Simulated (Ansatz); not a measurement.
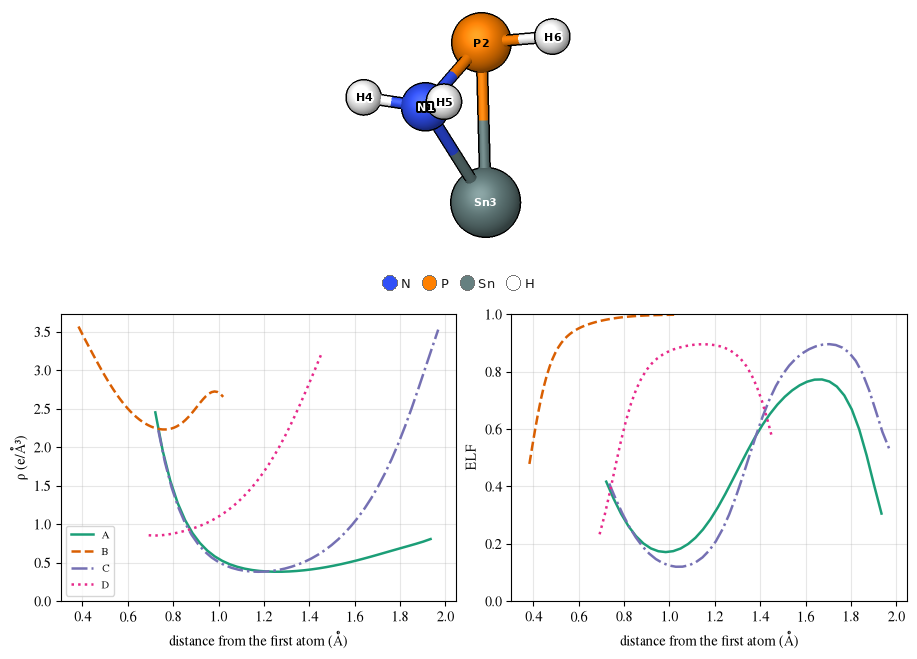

*H3NPSn (doublet). Electron density and ELF along straight lines between neighbouring atoms. The curves leave out the atomic cores. The structure is drawn too.*

Geometry: r2SCAN-D4/def2-SVP; core potentials replace the inner electrons of Sn.

These are results of isolated molecule in a Gaussian basis; Kohn-Sham density functional theory, functional PBE0 (Ansatz), not measurements.

```xyz
6

N     1.8865   -0.6365   -0.3645
P     1.5213   -1.8958   -1.6632
Sn    2.8572   -2.6027    0.4807
H     1.0368   -0.2749    0.0700
H     2.4609    0.1514   -0.6658
H     2.6718   -1.5412   -2.4398
```

Which curve belongs to which contact (N–H, P–N, Sn–N and Sn–P)? The first atom named is at distance zero.

Answer. Curve A: Sn–P (2.62 Å): ρ is about 0.39 e/Å³ halfway; the ELF peaks at about 0.75 in the valence shell of P, 1.0 Å from its nucleus, and drops to about 0.15 between the two atoms. Curve B: N–H (1.02 Å): the density is about 2.9 e/Å³ at the midpoint; the ELF climbs to about 1 towards the hydrogen, as it does in any bond to H; a covalent bond by its length. Curve C: Sn–N (2.35 Å): the density is about 0.38 e/Å³ at the midpoint; the ELF peaks at about 0.90 in the valence shell of N, 0.6 Å from its nucleus, and drops to about 0.10 between the two atoms. Curve D: P–N (1.85 Å): the density is about 0.98 e/Å³ at the midpoint, with its minimum of 0.85 e/Å³ about 0.7 Å from P; the ELF peaks at about 0.90 between the atoms: a shared but strongly polarised pair.
